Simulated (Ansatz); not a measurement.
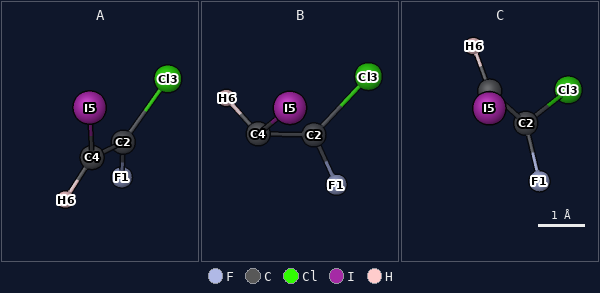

3 geometries from a converged minimum-energy path of C₂HClFI, shuffled. Style: ball-and-stick. Shown from a free direction.

Level of theory: RKS r2SCAN-D4/def2-SVP in Ansatz. Run with 5 movable images; climbing image; force threshold 0.05 eV/Å; iteration limit 60; starting path through a guess of the saddle point.

> One of them is the converged climbing image. Which?

B. In order along the path, whose images run from 0 to 6: C (image 1, +10.5 kcal/mol), B (image 3, +64.7 kcal/mol), A (image 6, +1.0 kcal/mol). The motion is a rotation about the C2–C4 bond by about 180°. No bond forms or breaks between the ends. Bond angles that change up to the highest image, for instance: C2–C4–I5 122.4° → 98.6°, I5–C4–H6 116.7° → 106.0°.

Cost: 4.2 min on 2 threads of Intel(R) Xeon(R) Platinum 8488C (Sapphire Rapids), with other jobs on the host, peak memory 0.23 GiB.
